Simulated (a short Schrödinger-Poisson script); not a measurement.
System: gated Al0.4Ga0.6N/GaN polarisation-induced gas, at 300 K.

```csv
layer,material,thickness (nm),Na (cm⁻³)
1,Al0.4Ga0.6N,30,-
2,GaN,6000,8e15
```

Constants are typed, rounded textbook-type inputs, not results; the design itself was drawn at random and stands for no fabricated device. Al0.4Ga0.6N: permittivity 9.26, conduction-band edge (eV) 0.58, gap (eV) 4.258, electron mass (mₑ) 0.248, Nv at 300 K (cm⁻³) 4.6e19. GaN: permittivity 9.5, conduction-band edge (eV) 0, gap (eV) 3.43, Nv at 300 K (cm⁻³) 4.6e19.

Channel valleys (confinement mass, in-plane density-of-states mass, number): Γ 0.2, 0.2, 1. At the gate the conduction-band edge of layer 1 lies 1.56 eV − eVg above the Fermi level of the channel; the field vanishes at the back. Sheet of polarisation charge: +2e13 e/cm² at 30 nm from the gate. The barrier under the gate holds no holes. Gaps are held at their typed values at every temperature. Mesh 0.08 nm at interfaces.

From a short Schrödinger-Poisson script (our own, NumPy): 1D Poisson equation in equilibrium, electrons quantum, Hartree plus LDA exchange-correlation (BenDaniel-Duke, 40 states a valley, the channel's in-plane mass for all, wave functions free to enter the barrier), parabolic valleys, classical holes, full ionisation, no traps, pinning or gate leakage.

Only gate voltages with over 1e8 electrons/cm² are shown.

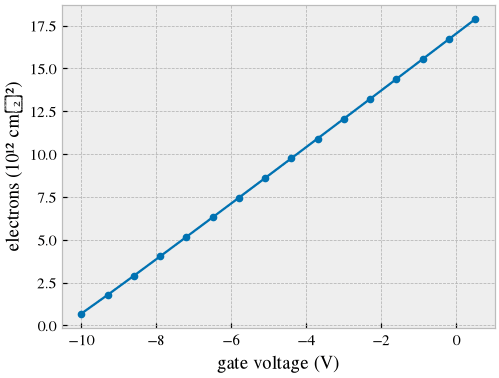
*Sheet density against gate voltage*

```
Vg (V)  electrons (cm⁻²)  in the channel layer  C (μF/cm²)  Γ E0 (meV)  Γ E1 (meV)
------  ----------------  --------------------  ----------  ----------  ----------
0.5              1.79e13               1.63e13       0.267      -190.9        -4.8
-0.2             1.67e13               1.54e13       0.267      -179.4        -0.4
-0.9             1.55e13               1.44e13       0.266      -167.8         3.9
-1.6             1.44e13               1.34e13       0.266      -156.0         8.2
-2.3             1.32e13               1.24e13       0.265      -144.0        12.6
-3               1.21e13               1.14e13       0.265      -131.9        17.1
-3.7             1.09e13               1.04e13       0.264      -119.6        21.7
-4.4             9.75e12               9.34e12       0.264      -107.1        26.4
-5.1             8.60e12               8.28e12       0.263       -94.4        31.3
-5.8             7.45e12               7.21e12       0.263       -81.5        36.3
-6.5             6.31e12               6.13e12       0.262       -68.1        41.5
-7.2             5.17e12               5.05e12       0.261       -54.2        47.0
-7.9             4.03e12               3.95e12       0.260       -39.4        53.1
-8.6             2.90e12               2.86e12       0.258       -22.8        60.1
-9.3             1.78e12               1.76e12       0.254        -2.6        69.8
-10              6.90e11               6.86e11       0.243        29.3        88.7
```

Subbands count from the Fermi level.
